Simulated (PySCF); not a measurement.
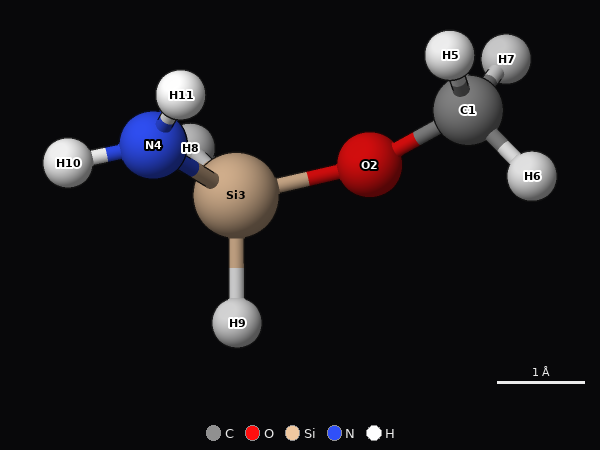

*The structure (ball-and-stick view, seen at a tilt; atoms are numbered from 1 in the order of the input).*

Bond lengths as drawn: C–H 1.09 to 1.10 Å, C–O 1.38 Å, H–N 1.01 Å, H–Si 1.47 Å, N–Si 1.71 Å and O–Si 1.59 Å.

**EPR calculation, with input and output: CH$_{7}$NOSi (charge +1)**

CH$_{7}$NOSi, charge +1, multiplicity 2, computed with UKS B3LYP, pcH-1 on C H N O Si, non-relativistic, mean-field spin-orbit, GIAO (PySCF 2.14.0).

It belongs to a series of runs on one base structure; here: electron removed.

### Input
```
{"job": {"kind": "epr", "basis": "pcH-1"}, "charge": 1, "multiplicity": 2}
C      1.890298    -0.202964     0.126984
O      0.602312    -0.704253     0.038288
Si    -0.970890    -0.524015    -0.068498
N     -1.668507     1.039470    -0.072342
H      1.910466     0.884311     0.048603
H      2.327313    -0.513679     1.083234
H      2.498632    -0.652376    -0.665436
H     -1.293236    -1.184650    -1.347018
H     -1.460978    -1.254968     1.114445
H     -2.663734     1.200967    -0.132551
H     -1.166251     1.914828    -0.011951
```

The first line tells a small driver script what to run in PySCF; the rest is the geometry in Å.

Hardware: 1 CPU thread, shared host.

Run as:
```bash
OMP_NUM_THREADS=1 python <driver script> task.json out
```

### Log
```
UKS, coarse grid
  cycle   1  E = -461.42261838  |g| = 5.17e-01
  cycle   2  E = -460.77262363  |g| = 1.30e+00
  cycle   3  E = -461.49089888  |g| = 2.47e-01
  cycle   4  E = -461.50716067  |g| = 1.79e-01
  cycle   5  E = -461.52260889  |g| = 2.42e-02
  cycle   6  E = -461.52275583  |g| = 1.68e-02
  cycle   7  E = -461.52287079  |g| = 7.28e-03
  cycle   8  E = -461.52289522  |g| = 2.07e-03
  cycle   9  E = -461.52289774  |g| = 7.69e-04
UKS, final grid
  cycle   1  E = -461.52284885  |g| = 1.91e-03
  cycle   2  E = -461.52282789  |g| = 7.03e-03
  cycle   3  E = -461.52285051  |g| = 3.18e-04
  cycle   4  E = -461.52285056  |g| = 1.30e-04
  cycle   5  E = -461.52285056  |g| = 5.91e-05
  cycle   6  E = -461.52285057  |g| = 1.32e-05
E = -461.52285057 Eh   <S^2> = 0.7567 (exact 0.7500)
g shifts (ppm)      1          2          3
  rmc          -192       -192       -192
  gc             -0         59         43
  oz_so         121       2542       6385
  total         -71       2409       6236
hyperfine (MHz)  atom isotope    a_iso     a_fc   dipolar eigenvalues
    0   13C      -9.78      -9.87     -3.61     -1.44      5.05
    1   17O     -14.62     -14.15    -60.61     30.04     30.57
    2  29Si     132.38     132.55     -4.93     -0.30      5.23
    3   14N      16.46      16.38    -23.53    -23.32     46.85
    4    1H      -0.47      -0.48     -2.33     -0.41      2.74
    5    1H      73.59      73.58     -3.48     -2.07      5.55
    6    1H      57.70      57.69     -3.40     -1.88      5.28
    7    1H     382.77     382.77     -4.93     -2.90      7.82
    8    1H     380.66     380.66     -4.92     -2.89      7.81
    9    1H     -32.83     -32.89    -26.71     -6.84     33.55
   10    1H     -35.11     -35.17    -26.93     -6.73     33.66
```

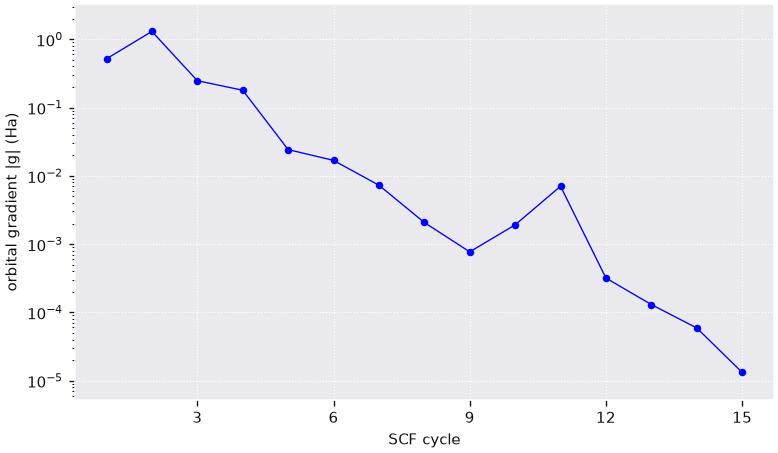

*Convergence of the self-consistent field: orbital gradient |g| against the SCF cycle.*

All cycles printed in the log are drawn one after another.

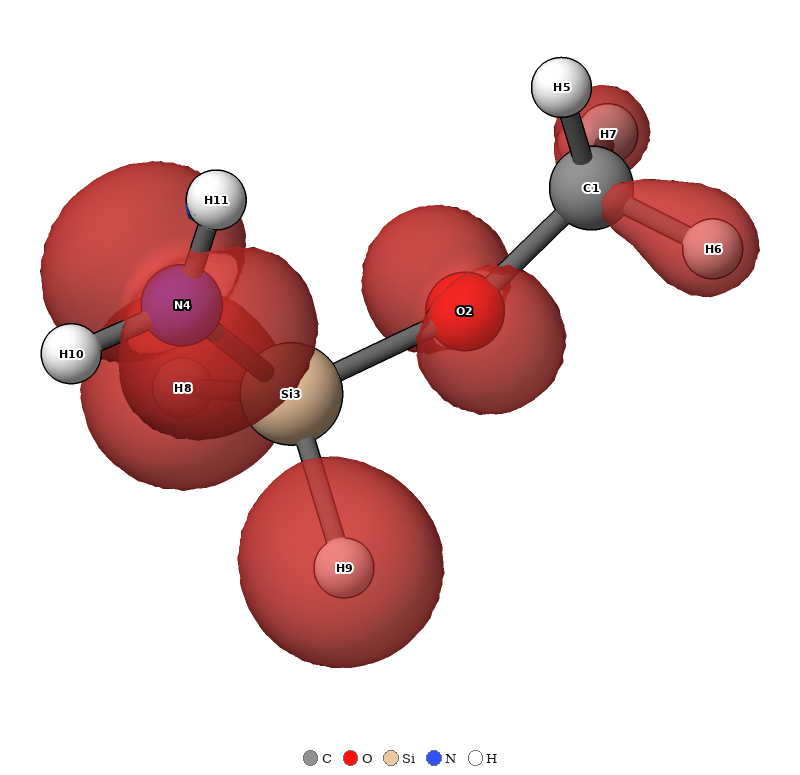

*Isosurfaces of the spin density (α minus β) at +0.02 (red) and −0.02 e/Å³ (blue), seen at an oblique angle.*

The unpaired spin (1 electron) lies mostly on N4 (about 0.4), O2 (about 0.2), H8 (about 0.1), H9 (about 0.1) and Si3 (about 0.1), in electrons by Hirshfeld's partition.

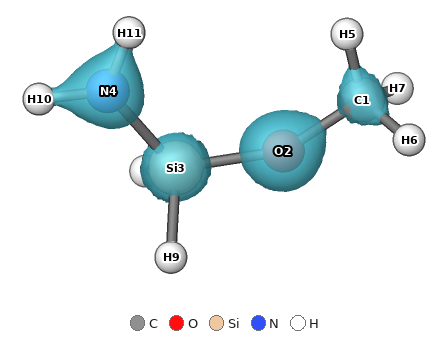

*Isosurface of the total electron density at 2 e/Å³ (cyan), seen at an oblique angle.*

At this value the surface falls into eight separate pieces. It is pinched off along the C–O (1.38 Å), Si–O (1.59 Å) and Si–N (1.71 Å) contacts. On the grid the lowest density along these lines, outside the cores, is 1.7 e/Å³ (C–O, 1.38 Å), 1 e/Å³ (Si–O, 1.59 Å), 0.94 e/Å³ (Si–N, 1.71 Å) and 2.3 e/Å³ (N–H, 1.01 Å).

### Summary

| quantity | value |
| --- | --- |
| outcome | converged |
| total energy | −461.522851 hartree |
| ⟨S²⟩ | 0.757 |
| isotropic g | 2.0052 |
| wall time | 19 s |
| peak memory | 0.6 GiB |
